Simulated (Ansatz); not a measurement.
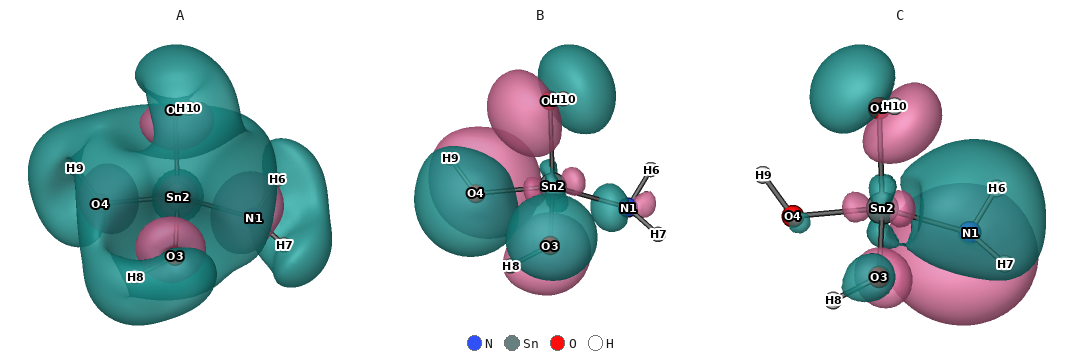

H5NO3Sn. Three frontier orbitals at ±0.06 Å⁻³ᐟ² (teal and pink are the two phases), in no order.

Core potentials replace the inner electrons of Sn.

Computed with Ansatz, RKS PBE0-D4/def2-SVP.

Input

```
crystal:
  periodic: [false, false, false]
  atoms:
    - { symbol: "N", position_ang: [-1.2027, 0.0121, -1.2931] }
    - { symbol: Sn, position_ang: [0.0813, -0.0114, 0.2609] }
    - { symbol: O, position_ang: [0.8848, -1.8024, 0.3307] }
    - { symbol: O, position_ang: [-0.7949, 0.3671, 1.9553] }
    - { symbol: O, position_ang: [1.493, 1.352, -0.0315] }
    - { symbol: H, position_ang: [-1.627, 1.0468, -1.3382] }
    - { symbol: H, position_ang: [-0.668, -0.077, -2.1742] }
    - { symbol: H, position_ang: [1.5796, -1.735, 1.1054] }
    - { symbol: H, position_ang: [-0.06261, 0.2851, 2.68762] }
    - { symbol: H, position_ang: [1.8808, 1.1414, -0.8748] }
basis:
  gaussian: { orbitals: def2-SVP }
hamiltonian:
  xc: pbe0
  dispersion: d4
relax:
  f_tol: 0.015
  max_steps: 40
output:
  orbitals: {}
```

Command:

```sh
ansatz run input.yaml --threads 2 --pin off --max-ram 3072MiB --backend cpu --events-out ev --progress --plain --runs-dir out
```

The fields are those of the run's last geometry, not of the input's.

### Which picture is the HOMO−1, the HOMO and the LUMO?

B is the HOMO−1 (−8.52 eV). It lies mainly on O4 (about 55 %), O5 (about 20 %), O3 (about 15 %) and Sn2 (about 5 %); largely a combination of lone pairs on O4, O5 and O3. C is the HOMO (−7.66 eV). By Hirshfeld shares it lies mainly on N1 (about 70 %), O5 (about 10 %) and Sn2 (about 10 %); largely a lone pair of N1. A is the LUMO (−1.02 eV). Its weight (Hirshfeld) is mainly on Sn2 (about 40 %), N1 (about 15 %), O5 (about 10 %), O3 (about 10 %) and O4 (about 10 %).

### What is the HOMO–LUMO gap?

6.64 eV between the orbital energies.
